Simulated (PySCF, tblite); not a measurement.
# C6H7FOSi: a rotation path, then NMR shifts on frames, part 2 of 2

tblite 0.8.0 and PySCF 2.14.0. Atoms count from 0.

## (5) Nuclear shieldings: image 4, PBE0/pcSseg-1

The job: settings as JSON, then the geometry in Å.

```
{"job": {"kind": "nmr", "xc": "PBE0", "basis": "pcSseg-1", "pop": false}, "charge": 0, "multiplicity": 1}
F     -2.263300     2.507500     0.175100
C     -1.661000     1.320900    -0.047900
C     -2.444000     0.198700    -0.241500
C     -1.811700    -1.009800    -0.477500
C     -0.431300    -1.091000    -0.509400
C      0.339500     0.047600    -0.296800
O      1.684100    -0.020900    -0.355300
Si     2.859600    -0.367800     0.712300
C     -0.280100     1.270600    -0.064700
H     -3.518300     0.279900    -0.205000
H     -2.403100    -1.897500    -0.639400
H      0.066000    -2.028200    -0.705800
H      3.998200    -0.295900    -0.186800
H      2.671700    -1.692200     1.309900
H      2.879400     0.626500     1.786000
H      0.306800     2.160600     0.094400
```

Level: GIAO PBE0/pcSseg-1 NMR shielding, non-relativistic, gas phase.

The log of the run:

```text
coarse grid: 14656 points
cycle   1  E = -696.6259152007  dE =  1.612e+00  |g| = 7.477e-01  |ddm| = 3.949e+00
cycle   2  E = -696.5263559944  dE =  9.956e-02  |g| = 1.065e+00  |ddm| = 1.394e+00
cycle   3  E = -696.7228027044  dE = -1.964e-01  |g| = 1.341e-01  |ddm| = 9.151e-01
cycle   4  E = -696.7264047450  dE = -3.602e-03  |g| = 4.587e-02  |ddm| = 1.565e-01
cycle   5  E = -696.7268523826  dE = -4.476e-04  |g| = 1.693e-02  |ddm| = 5.185e-02
cycle   6  E = -696.7269227341  dE = -7.035e-05  |g| = 4.324e-03  |ddm| = 1.960e-02
cycle   7  E = -696.7269271908  dE = -4.457e-06  |g| = 1.348e-03  |ddm| = 4.776e-03
final grid: 139592 points
cycle   8  E = -696.7957615528  dE = -2.945e-05  |g| = 1.024e-02  |ddm| = 3.888e-02
cycle   9  E = -696.7957355600  dE =  2.599e-05  |g| = 1.590e-02  |ddm| = 1.993e-02
cycle  10  E = -696.7957815272  dE = -4.597e-05  |g| = 1.019e-03  |ddm| = 1.258e-02
cycle  11  E = -696.7957817405  dE = -2.133e-07  |g| = 2.928e-04  |ddm| = 1.207e-03
cycle  12  E = -696.7957817566  dE = -1.612e-08  |g| = 1.393e-04  |ddm| = 3.954e-04
cycle  13  E = -696.7957817613  dE = -4.708e-09  |g| = 2.881e-05  |ddm| = 1.585e-04
cycle  14  E = -696.7957817615  dE = -2.049e-10  |g| = 9.076e-06  |ddm| = 3.648e-05
converged SCF energy = -696.7957817615

GIAO shielding tensors (ppm)
atom      isotropic    diamagn.    paramagn.     s11        s22        s33       span
  0 F      284.103     478.279    -194.177    204.675    297.218    350.415    145.740
  1 C       13.077     254.235    -241.158    -73.626     29.789     83.068    156.694
  2 C       71.719     256.717    -184.998    -11.405     56.836    169.726    181.132
  3 C       50.935     255.778    -204.843    -57.613     33.046    177.372    234.985
  4 C       66.271     253.242    -186.971    -21.950     54.870    165.891    187.841
  5 C       22.736     254.405    -231.669    -71.255     26.219    113.244    184.499
  6 O      245.993     401.237    -155.245    196.468    227.013    314.496    118.028
  7 Si     384.058     880.590    -496.532    342.148    348.641    461.385    119.237
  8 C       73.574     254.061    -180.487      5.154     59.547    156.021    150.866
  9 H       24.689      29.143      -4.454     21.272     25.563     27.233      5.961
 10 H       24.160      30.277      -6.116     20.914     24.857     26.710      5.795
 11 H       24.740      32.475      -7.735     21.132     24.599     28.489      7.358
 12 H       26.561      29.116      -2.555     23.439     24.514     31.729      8.289
 13 H       26.601      29.665      -3.064     22.881     25.603     31.318      8.437
 14 H       26.612      29.575      -2.963     22.766     25.649     31.420      8.653
 15 H       24.765      31.402      -6.637     20.914     24.560     28.820      7.905
```

Run time: 94 s. Hardware: 1 thread, shared host.

Key values: δ C1 173.8, C5 164.2, C3 136.0, C4 120.7, H10 7.56, H9 7.03 ppm.

## (6) Shielding tensors: image 6, PBE0/pcSseg-1

The job: settings as JSON, then the geometry in Å.

```
{"job": {"kind": "nmr", "xc": "PBE0", "basis": "pcSseg-1", "pop": false}, "charge": 0, "multiplicity": 1}
F     -2.440300     2.539300    -0.268600
C     -1.743800     1.383800    -0.251300
C     -2.434800     0.186800    -0.255600
C     -1.705300    -0.989100    -0.242900
C     -0.323300    -0.963200    -0.212200
C      0.355500     0.250700    -0.185800
O      1.699700     0.310600    -0.149600
Si     2.835500    -0.568800     0.620500
C     -0.363700     1.442300    -0.215600
H     -3.512500     0.186700    -0.266100
H     -2.219900    -1.937300    -0.253400
H      0.244700    -1.880100    -0.213800
H      4.020000     0.004800     0.007500
H      2.727500    -2.009600     0.377600
H      2.706400    -0.339400     2.059900
H      0.146700     2.391600    -0.202800
```

Method: GIAO PBE0/pcSseg-1 NMR shielding, non-relativistic, gas phase.

The log of the run:

```text
coarse grid: 14656 points
cycle   1  E = -696.6277821155  dE =  1.615e+00  |g| = 7.434e-01  |ddm| = 3.954e+00
cycle   2  E = -696.5326476131  dE =  9.513e-02  |g| = 1.053e+00  |ddm| = 1.407e+00
cycle   3  E = -696.7237355215  dE = -1.911e-01  |g| = 1.328e-01  |ddm| = 9.109e-01
cycle   4  E = -696.7272025237  dE = -3.467e-03  |g| = 4.515e-02  |ddm| = 1.529e-01
cycle   5  E = -696.7276312451  dE = -4.287e-04  |g| = 1.665e-02  |ddm| = 5.111e-02
cycle   6  E = -696.7276994335  dE = -6.819e-05  |g| = 4.311e-03  |ddm| = 1.928e-02
cycle   7  E = -696.7277038922  dE = -4.459e-06  |g| = 1.344e-03  |ddm| = 4.748e-03
final grid: 139592 points
cycle   8  E = -696.7966240544  dE = -3.311e-05  |g| = 9.965e-03  |ddm| = 4.077e-02
cycle   9  E = -696.7965993781  dE =  2.468e-05  |g| = 1.546e-02  |ddm| = 1.970e-02
cycle  10  E = -696.7966433803  dE = -4.400e-05  |g| = 1.086e-03  |ddm| = 1.242e-02
cycle  11  E = -696.7966436222  dE = -2.418e-07  |g| = 3.052e-04  |ddm| = 1.299e-03
cycle  12  E = -696.7966436395  dE = -1.734e-08  |g| = 1.414e-04  |ddm| = 4.005e-04
cycle  13  E = -696.7966436442  dE = -4.735e-09  |g| = 2.934e-05  |ddm| = 1.583e-04
cycle  14  E = -696.7966436445  dE = -2.110e-10  |g| = 9.342e-06  |ddm| = 3.797e-05
converged SCF energy = -696.7966436445

GIAO shielding tensors (ppm)
atom      isotropic    diamagn.    paramagn.     s11        s22        s33       span
  0 F      283.653     478.408    -194.755    203.912    297.315    349.732    145.820
  1 C       12.674     254.834    -242.159    -74.327     29.610     82.740    157.067
  2 C       72.621     256.697    -184.076     -9.621     57.878    169.608    179.229
  3 C       51.619     255.336    -203.717    -56.759     34.050    177.565    234.323
  4 C       71.058     256.406    -185.348    -17.560     57.456    173.278    190.838
  5 C       23.053     254.444    -231.391    -69.852     25.009    114.003    183.855
  6 O      246.083     399.814    -153.731    170.007    252.959    315.283    145.277
  7 Si     390.848     880.157    -489.309    348.751    361.563    462.231    113.480
  8 C       73.342     253.812    -180.471      6.129     59.079    154.817    148.687
  9 H       24.764      29.117      -4.353     21.350     25.725     27.216      5.866
 10 H       24.210      30.686      -6.476     20.934     24.884     26.813      5.880
 11 H       24.782      33.694      -8.912     20.505     24.812     29.031      8.526
 12 H       26.658      28.976      -2.318     22.895     25.184     31.895      8.999
 13 H       26.291      29.555      -3.264     22.440     25.602     30.831      8.391
 14 H       26.716      29.432      -2.715     23.368     25.077     31.705      8.336
 15 H       24.753      30.878      -6.125     20.896     24.772     28.592      7.696
```

Wall time 88 s (1 thread, shared host).

This run: δ C1 174.3, C5 163.9, C3 135.3, C4 115.9, H10 7.51, H15 6.96 ppm.

## (7) Shielding tensors: image 8, PBE0/pcSseg-1

The job: settings as JSON, then the geometry in Å.

```
{"job": {"kind": "nmr", "xc": "PBE0", "basis": "pcSseg-1", "pop": false}, "charge": 0, "multiplicity": 1}
F     -2.438600     2.508100    -0.719100
C     -1.750400     1.383000    -0.435200
C     -2.438400     0.189800    -0.309800
C     -1.713100    -0.952800    -0.020800
C     -0.340400    -0.900000     0.137700
C      0.335400     0.309100     0.008900
O      1.665800     0.416000     0.152100
Si     2.863300    -0.638000     0.485400
C     -0.381300     1.467300    -0.282900
H     -3.508400     0.167700    -0.436000
H     -2.223500    -1.898000     0.080900
H      0.222500    -1.792500     0.362300
H      3.986300     0.283000     0.462400
H      2.935100    -1.678300    -0.543000
H      2.648800    -1.266600     1.790500
H      0.129300     2.411100    -0.385800
```

With the program's defaults for keys left out, this is: GIAO PBE0/pcSseg-1 NMR shielding, non-relativistic, gas phase.

The log of the run:

```text
coarse grid: 14656 points
cycle   1  E = -696.6294400689  dE =  1.621e+00  |g| = 7.408e-01  |ddm| = 3.957e+00
cycle   2  E = -696.5369096478  dE =  9.253e-02  |g| = 1.046e+00  |ddm| = 1.472e+00
cycle   3  E = -696.7248001422  dE = -1.879e-01  |g| = 1.315e-01  |ddm| = 9.545e-01
cycle   4  E = -696.7281726563  dE = -3.373e-03  |g| = 4.475e-02  |ddm| = 1.501e-01
cycle   5  E = -696.7285938330  dE = -4.212e-04  |g| = 1.630e-02  |ddm| = 5.091e-02
cycle   6  E = -696.7286591155  dE = -6.528e-05  |g| = 4.299e-03  |ddm| = 1.857e-02
cycle   7  E = -696.7286635690  dE = -4.454e-06  |g| = 1.325e-03  |ddm| = 4.658e-03
final grid: 139592 points
cycle   8  E = -696.7978464073  dE = -3.024e-05  |g| = 9.972e-03  |ddm| = 4.165e-02
cycle   9  E = -696.7978210818  dE =  2.533e-05  |g| = 1.559e-02  |ddm| = 1.998e-02
cycle  10  E = -696.7978653542  dE = -4.427e-05  |g| = 1.037e-03  |ddm| = 1.265e-02
cycle  11  E = -696.7978655787  dE = -2.244e-07  |g| = 3.041e-04  |ddm| = 1.292e-03
cycle  12  E = -696.7978655963  dE = -1.768e-08  |g| = 1.408e-04  |ddm| = 3.940e-04
cycle  13  E = -696.7978656011  dE = -4.761e-09  |g| = 2.808e-05  |ddm| = 1.564e-04
cycle  14  E = -696.7978656013  dE = -1.942e-10  |g| = 9.049e-06  |ddm| = 3.521e-05
converged SCF energy = -696.7978656013

GIAO shielding tensors (ppm)
atom      isotropic    diamagn.    paramagn.     s11        s22        s33       span
  0 F      284.208     478.350    -194.142    204.870    297.417    350.338    145.468
  1 C       12.687     254.829    -242.142    -74.458     29.818     82.702    157.159
  2 C       72.866     256.777    -183.911    -10.199     59.025    169.772    179.971
  3 C       51.600     255.021    -203.421    -56.400     34.001    177.198    233.598
  4 C       72.940     259.016    -186.077    -12.951     62.298    169.472    182.423
  5 C       23.170     253.051    -229.881    -68.324     22.978    114.857    183.181
  6 O      239.971     398.609    -158.638    156.965    246.809    316.139    159.174
  7 Si     391.858     879.932    -488.074    353.635    359.250    462.688    109.054
  8 C       73.574     254.328    -180.753      6.342     59.697    154.684    148.342
  9 H       24.740      29.089      -4.349     21.305     25.690     27.227      5.923
 10 H       24.197      30.726      -6.529     20.850     24.863     26.878      6.027
 11 H       25.152      34.272      -9.121     21.168     25.224     29.063      7.896
 12 H       26.651      28.825      -2.174     22.489     25.565     31.898      9.410
 13 H       26.527      29.455      -2.928     23.538     24.745     31.299      7.761
 14 H       26.531      29.425      -2.894     23.545     24.750     31.299      7.753
 15 H       24.716      31.024      -6.308     20.672     24.816     28.661      7.989
```

It took 90 s on 1 thread, shared host.

Key values: δ C1 174.2, C5 163.8, C3 135.3, C2 114.1, H10 7.52, H15 7.00 ppm.

## (8) Comparing the runs: NMR shifts

Shifts (ppm) of some atoms, chosen among heavy atoms and hydrogens apart, with basis size and wall time:

```tsv
frame	C4	C8	H11	H15	F0	O6	Si7	functions	time
image 0	121.1	106.7	7.03	6.54	-114.7	96.0	-42.5	195	93 s
image 2	121.7	108.7	7.00	6.87	-113.9	88.8	-41.7	195	91 s
image 4	120.7	113.4	6.98	6.95	-113.2	90.1	-34.9	195	94 s
image 6	115.9	113.6	6.93	6.96	-112.7	90.0	-41.7	195	88 s
image 8	114.0	113.4	6.57	7.00	-113.3	96.1	-42.7	195	90 s
```

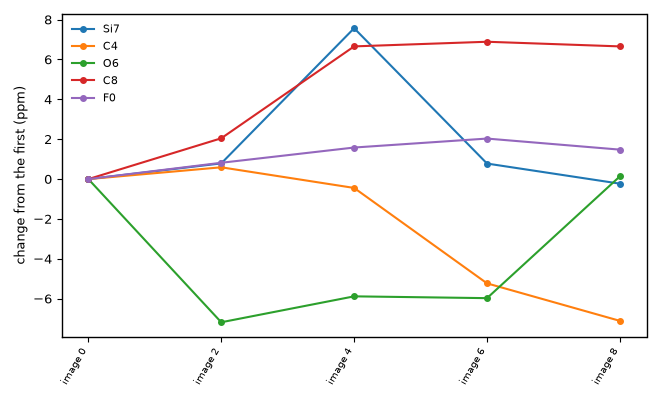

How five of the tabulated atoms move from run to run.

## (9) Summary of results

What follows sums up all 2 parts.

```
                                         quantity                                         value
                                          barrier            0.067 eV (1.6 kcal/mol) at image 4
                            end to end (GFN2-xTB)                                      0.005 eV
  13C shifts against TMS (PBE0/pcSseg-1, image 0)  173.5, 163.5, 136.4, 121.1, 113.6, 106.7 ppm
   1H shifts against TMS (PBE0/pcSseg-1, image 0)  7.56, 7.03, 6.97, 6.54, 5.18, 5.18, 5.07 ppm
19F shifts against CFCl3 (PBE0/pcSseg-1, image 0)                                    -114.7 ppm
  17O shifts against H2O (PBE0/pcSseg-1, image 0)                                      96.0 ppm
 29Si shifts against TMS (PBE0/pcSseg-1, image 0)                                     -42.5 ppm
                        range of the shift of Si7                            -42.7 to -34.9 ppm
```

In words: Along the band the dihedral turns by 180°, and the top (dihedral 273°) lies 1.6 kcal/mol above the start (GFN2-xTB, rough), so at room temperature this motion is fast. The top was not checked by a frequency run. Shifts at one fixed geometry are not the observed spectrum, which averages over the motion. In the first frame run (image 0): Shielding is most anisotropic at C3 (span 236 ppm, paramagnetic term -205 ppm). NICS(1)zz of -26 ppm above the planar ring from C1 marks a diatropic (aromatic) ring current. In ppm, Si7 moves most: its shift spreads over 7.8 ppm, from -42.7 (image 8) to -34.9 (image 4).
